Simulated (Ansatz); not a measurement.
## BSiH6ClO2: nudged elastic band (part 1 of 2)

- system: BSiH6ClO2
- method: RKS PBE-D4/def2-SVP (Ansatz 0.2.0)

It belongs to a series of runs on one base structure; here: band between the two ends. Figures and captions count atoms from 1; the log counts them from 0 in places.

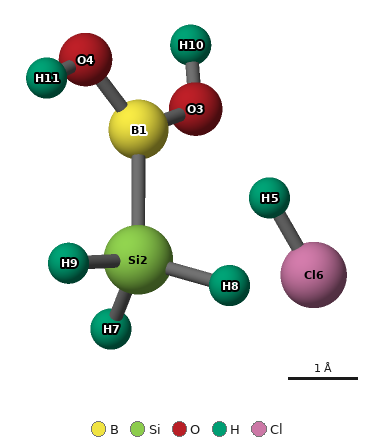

The input geometry (ball-and-stick view, seen at a tilt; atoms are numbered from 1 in the order of the input).

## Summary

```json
{"quantity": "outcome", "value": "converged"}
{"quantity": "barrier, forward", "value": "1.040 eV"}
{"quantity": "barrier, backward", "value": "1.945 eV"}
{"quantity": "hardware", "value": "2 threads of AMD EPYC (Zen 4), 64 GiB of memory available, shared host"}
{"quantity": "wall time", "value": "3.3 min (CPU time 6.3 min)"}
{"quantity": "peak memory", "value": "0.17 GiB"}
```

## Notes

The order of the saddle point was not checked.

## Input file
```yaml
crystal:
  periodic: [false, false, false]
  atoms:
    - { symbol: B, position_ang: [-0.848867, -0.155654, -0.177783] }
    - { symbol: Si, position_ang: [1.01469, -0.974527, 0.030277] }
    - { symbol: O, position_ang: [-1.000259, 1.20842, -0.026222] }
    - { symbol: O, position_ang: [-1.98345, -0.869082, -0.459514] }
    - { symbol: H, position_ang: [0.4538, 2.181451, 0.399717] }
    - { symbol: Cl, position_ang: [1.666006, 2.602588, 0.701479] }
    - { symbol: H, position_ang: [1.989546, -0.419838, -0.970487] }
    - { symbol: H, position_ang: [1.560056, -0.78441, 1.418186] }
    - { symbol: H, position_ang: [0.893094, -2.46265, -0.21737] }
    - { symbol: H, position_ang: [-1.928943, 1.496445, -0.1416] }
    - { symbol: H, position_ang: [-1.815674, -1.822942, -0.556683] }
basis:
  gaussian: { orbitals: def2-SVP }
hamiltonian:
  xc: pbe
  dispersion: d4
neb:
  order_check: false
  images: 7
  f_tol: 0.03
  max_iterations: 60
  final_atoms:
    - { symbol: B, position_ang: [-1.47020272, 0.84160456, -0.13689255] }
    - { symbol: Si, position_ang: [1.91754399, -0.74467738, 0.22891944] }
    - { symbol: O, position_ang: [-0.60729215, 0.72145809, -1.18367346] }
    - { symbol: O, position_ang: [-2.46119624, -0.07591495, 0.06493189] }
    - { symbol: H, position_ang: [1.27401571, 0.18139103, 1.21915208] }
    - { symbol: Cl, position_ang: [-1.25762017, 2.23483014, 0.95829465] }
    - { symbol: H, position_ang: [2.45763182, 0.03016587, -0.93706241] }
    - { symbol: H, position_ang: [3.04509809, -1.48395707, 0.89718451] }
    - { symbol: H, position_ang: [0.91195363, -1.75505722, -0.25331271] }
    - { symbol: H, position_ang: [-0.81054682, -0.07638107, -1.70800714] }
    - { symbol: H, position_ang: [-2.99938615, 0.12633902, 0.85046569] }
  initial_path:
    images:
      - { positions_ang: [[-0.848867, -0.155654, -0.177783], [1.01469, -0.974527, 0.030277], [-1.000259, 1.20842, -0.026222], [-1.98345, -0.869082, -0.459514], [0.4538, 2.181451, 0.399717], [1.666006, 2.602588, 0.701479], [1.989546, -0.419838, -0.970487], [1.560056, -0.78441, 1.418186], [0.893094, -2.46265, -0.21737], [-1.928943, 1.496445, -0.1416], [-1.815674, -1.822942, -0.556683]] }
      - { positions_ang: [[-0.79864806, -0.01785171, -0.12724988], [1.08413936, -0.92975528, -0.01191993], [-0.879581, 1.10958577, -0.33633152], [-1.92054235, -0.7305344, -0.23376475], [0.4370993, 1.77980382, 0.49032227], [1.16064338, 2.46102475, 0.88146739], [2.04427119, -0.33045012, -0.97715742], [1.66206882, -0.93895349, 1.31605166], [0.82459597, -2.31096382, -0.38344056], [-1.77704597, 1.36559707, -0.54578783], [-1.83700164, -1.45770159, -0.07218942]] }
      - { positions_ang: [[-0.74842912, 0.11995057, -0.07671677], [1.15358872, -0.88498356, -0.05411686], [-0.758903, 1.01075154, -0.64644105], [-1.8576347, -0.5919868, -0.00801549], [0.42039861, 1.37815665, 0.58092754], [0.65528076, 2.3194615, 1.06145578], [2.09899637, -0.24106223, -0.98382783], [1.76408165, -1.09349699, 1.21391731], [0.75609794, -2.15927763, -0.54951112], [-1.62514894, 1.23474914, -0.94997566], [-1.85832929, -1.09246118, 0.41230415]] }
      - { positions_ang: [[-0.69821018, 0.25775286, -0.02618365], [1.22303807, -0.84021184, -0.0963138], [-0.638225, 0.91191731, -0.95655057], [-1.79472705, -0.4534392, 0.21773376], [0.40369791, 0.97650947, 0.6715328], [0.14991813, 2.17789825, 1.24144416], [2.15372156, -0.15167435, -0.99049825], [1.86609447, -1.24804048, 1.11178297], [0.68759991, -2.00759145, -0.71558168], [-1.47325191, 1.10390121, -1.35416348], [-1.87965693, -0.72722077, 0.89679773]] }
      - { positions_ang: [[-0.64799124, 0.39555514, 0.02434947], [1.29248743, -0.79544012, -0.13851073], [-0.51754699, 0.81308308, -1.2666601], [-1.7318194, -0.3148916, 0.44348301], [0.38699721, 0.57486229, 0.76213807], [-0.35544449, 2.036335, 1.42143255], [2.20844675, -0.06228647, -0.99716866], [1.9681073, -1.40258397, 1.00964863], [0.61910188, -1.85590526, -0.88165223], [-1.32135487, 0.97305328, -1.75835131], [-1.90098458, -0.36198037, 1.38129131]] }
      - { positions_ang: [[-0.85354411, 0.5070675, -0.01596104], [1.44875157, -0.78274944, -0.04665319], [-0.53998328, 0.79017683, -1.24591344], [-1.91416361, -0.25514744, 0.34884523], [0.60875184, 0.47649447, 0.87639157], [-0.58098841, 2.08595878, 1.30564808], [2.27074302, -0.03917338, -0.9821421], [2.237355, -1.42292725, 0.9815326], [0.69231482, -1.83069325, -0.72456735], [-1.19365286, 0.71069469, -1.74576527], [-2.17558497, -0.23990052, 1.2485849]] }
      - { positions_ang: [[-1.05909698, 0.61857985, -0.05627154], [1.60501571, -0.77005875, 0.04520436], [-0.56241957, 0.76727058, -1.22516678], [-2.09650782, -0.19540328, 0.25420745], [0.83050646, 0.37812666, 0.99064508], [-0.80653233, 2.13558257, 1.1898636], [2.33303929, -0.0160603, -0.96711554], [2.50660269, -1.44327052, 0.95341657], [0.76552776, -1.80548124, -0.56748247], [-1.06595085, 0.4483361, -1.73317922], [-2.45018536, -0.11782067, 1.1158785]] }
      - { positions_ang: [[-1.26464985, 0.73009221, -0.09658204], [1.76127985, -0.75736807, 0.1370619], [-0.58485586, 0.74436434, -1.20442012], [-2.27885203, -0.13565911, 0.15956967], [1.05226109, 0.27975884, 1.10489858], [-1.03207625, 2.18520635, 1.07407912], [2.39533555, 0.00705279, -0.95208897], [2.77585039, -1.4636138, 0.92530054], [0.83874069, -1.78026923, -0.41039759], [-0.93824884, 0.18597751, -1.72059318], [-2.72478575, 0.00425917, 0.98317209]] }
      - { positions_ang: [[-1.47020272, 0.84160456, -0.13689255], [1.91754399, -0.74467738, 0.22891944], [-0.60729215, 0.72145809, -1.18367346], [-2.46119624, -0.07591495, 0.06493189], [1.27401571, 0.18139103, 1.21915208], [-1.25762017, 2.23483014, 0.95829465], [2.45763182, 0.03016587, -0.93706241], [3.04509809, -1.48395707, 0.89718451], [0.91195363, -1.75505722, -0.25331271], [-0.81054682, -0.07638107, -1.70800714], [-2.99938615, 0.12633902, 0.85046569]] }
```

Launched with:
```bash
ansatz run input.yaml --threads 2 --pin off --max-ram 3072MiB --backend cpu --events-out ev --progress --plain --runs-dir out
```

## Log
```
Engine: ansatz 0.2.0, x86_64-unknown-linux-gnu
Functional definition: PBE
  parameter kappa = 0.804
  parameter beta = 0.06672455060314922
  exchange = pbe_x(kappa = kappa, mu = beta*pi^2/3)
  correlation = pbe_c(beta = beta)
1179 factors; their error is unknown
mean field evaluation 1: about -25238.9085 eV, gradient 6.4e1 eV
mean field evaluation 2: about -25219.2437 eV, gradient 1.2e2 eV
mean field evaluation 4: about -25246.1622 eV, gradient 3.9e0 eV
mean field evaluation 8: about -25246.1964 eV, gradient 1.3e-1 eV
mean field evaluation 16: about -25246.1337 eV, gradient 9.1e-5 eV
mean field -25246.13370438 eV, -927.7783011920 hartree, gradient 3.7e-5 eV, S^2 0.000000; 0 other end points of the search recorded, 0 dependent functions left out
the calculation of the forces begins
reference -25246.13374034 eV, -927.7783025134 hartree; 29, 29 occupied and 79, 79 virtual orbitals, 1179 factors
1179 factors; their error is unknown
mean field evaluation 32: about -25247.0481 eV, gradient 1.1e-3 eV
mean field -25247.04807841 eV, -927.8119038179 hartree, gradient 3.4e-5 eV, S^2 0.000000; 0 other end points of the search recorded, 0 dependent functions left out
[... from here on the field's lines of each further geometry are left out, up to the last ...]
NEB iter   1: max|band force component| = 4.306e1 eV/Å  barrier→ = 12.4267 eV  barrier← = 13.3317 eV  Δτ_max = 0.2000 Å  (241 SCF iters)
NEB iter   2: max|band force component| = 1.345e1 eV/Å  barrier→ = 4.0494 eV  barrier← = 4.9544 eV  Δτ_max = 0.2000 Å  (226 SCF iters)
NEB iter   3: max|band force component| = 6.150e0 eV/Å  barrier→ = 1.3186 eV  barrier← = 2.2236 eV  Δτ_max = 0.2000 Å  (239 SCF iters)
NEB iter   4: max|band force component| = 2.968e0 eV/Å  barrier→ = 1.1937 eV  barrier← = 2.0987 eV  Δτ_max = 0.1980 Å  (224 SCF iters)
NEB iter   5: max|band force component| = 2.228e0 eV/Å  barrier→ = 1.0753 eV  barrier← = 1.9802 eV  Δτ_max = 0.2000 Å  (218 SCF iters)
NEB iter   6: max|band force component| = 7.211e-1 eV/Å  barrier→ = 0.9029 eV  barrier← = 1.8079 eV  Δτ_max = 0.2000 Å  (212 SCF iters)
NEB iter   7: max|band force component| = 8.689e-1 eV/Å  barrier→ = 0.7839 eV  barrier← = 1.6889 eV  Δτ_max = 0.1003 Å  (204 SCF iters)
NEB iter   8: max|band force component| = 6.300e-1 eV/Å  barrier→ = 0.6701 eV  barrier← = 1.5751 eV  Δτ_max = 0.1002 Å  (198 SCF iters)
NEB iter   9: max|band force component| = 4.001e-1 eV/Å  barrier→ = 0.5910 eV  barrier← = 1.4960 eV  CI = image 4  Δτ_max = 0.1003 Å  (199 SCF iters)
NEB iter  10: max|band force component| = 4.566e-1 eV/Å  barrier→ = 0.6358 eV  barrier← = 1.5408 eV  CI = image 4  Δτ_max = 0.2000 Å  (201 SCF iters)
NEB iter  11: max|band force component| = 5.871e-1 eV/Å  barrier→ = 0.7873 eV  barrier← = 1.6923 eV  CI = image 4  Δτ_max = 0.1990 Å  (202 SCF iters)
NEB iter  12: max|band force component| = 4.397e-1 eV/Å  barrier→ = 0.9669 eV  barrier← = 1.8719 eV  CI = image 4  Δτ_max = 0.2000 Å  (207 SCF iters)
NEB iter  13: max|band force component| = 1.116e0 eV/Å  barrier→ = 1.1519 eV  barrier← = 2.0569 eV  CI = image 4  Δτ_max = 0.1001 Å  (212 SCF iters)
NEB iter  14: max|band force component| = 3.571e-1 eV/Å  barrier→ = 1.0568 eV  barrier← = 1.9618 eV  CI = image 4  Δτ_max = 0.1461 Å  (200 SCF iters)
NEB iter  15: max|band force component| = 2.430e-1 eV/Å  barrier→ = 1.0502 eV  barrier← = 1.9552 eV  CI = image 4  Δτ_max = 0.2000 Å  (201 SCF iters)
NEB iter  16: max|band force component| = 6.291e-1 eV/Å  barrier→ = 1.0460 eV  barrier← = 1.9510 eV  CI = image 4  Δτ_max = 0.1001 Å  (194 SCF iters)
NEB iter  17: max|band force component| = 1.374e-1 eV/Å  barrier→ = 1.0428 eV  barrier← = 1.9478 eV  CI = image 4  Δτ_max = 0.1166 Å  (195 SCF iters)
NEB iter  18: max|band force component| = 6.930e-2 eV/Å  barrier→ = 1.0413 eV  barrier← = 1.9463 eV  CI = image 4  Δτ_max = 0.0971 Å  (198 SCF iters)
NEB iter  19: max|band force component| = 8.142e-2 eV/Å  barrier→ = 1.0404 eV  barrier← = 1.9454 eV  CI = image 4  Δτ_max = 0.0485 Å  (187 SCF iters)
NEB iter  20: max|band force component| = 7.433e-2 eV/Å  barrier→ = 1.0401 eV  barrier← = 1.9451 eV  CI = image 4  Δτ_max = 0.0485 Å  (190 SCF iters)
NEB iter  21: max|band force component| = 8.826e-2 eV/Å  barrier→ = 1.0400 eV  barrier← = 1.9450 eV  CI = image 4  Δτ_max = 0.0242 Å  (178 SCF iters)
NEB iter  22: max|band force component| = 5.948e-2 eV/Å  barrier→ = 1.0399 eV  barrier← = 1.9449 eV  CI = image 4  Δτ_max = 0.0242 Å  (171 SCF iters)
NEB iter  23: max|band force component| = 4.238e-2 eV/Å  barrier→ = 1.0399 eV  barrier← = 1.9449 eV  CI = image 4  Δτ_max = 0.0242 Å  (168 SCF iters)
the calculation of the forces begins
reference -25247.01507490 eV, -927.8106909612 hartree; 29, 29 occupied and 79, 79 virtual orbitals, 1179 factors
1179 factors; their error is unknown
mean field evaluation 1408: about -25245.0636 eV, gradient 1.0e-3 eV
mean field -25245.06360049 eV, -927.7389755995 hartree, gradient 1.1e-5 eV, S^2 0.000000; 1 other end points of the search recorded, 0 dependent functions left out
the calculation of the forces begins
reference -25245.06363423 eV, -927.7389768394 hartree; 29, 29 occupied and 79, 79 virtual orbitals, 1179 factors
NEB iter  24: max|band force component| = 2.116e-2 eV/Å  barrier→ = 1.0399 eV  barrier← = 1.9449 eV  CI = image 4  Δτ_max = 0.0000 Å  (366 SCF iters)
```
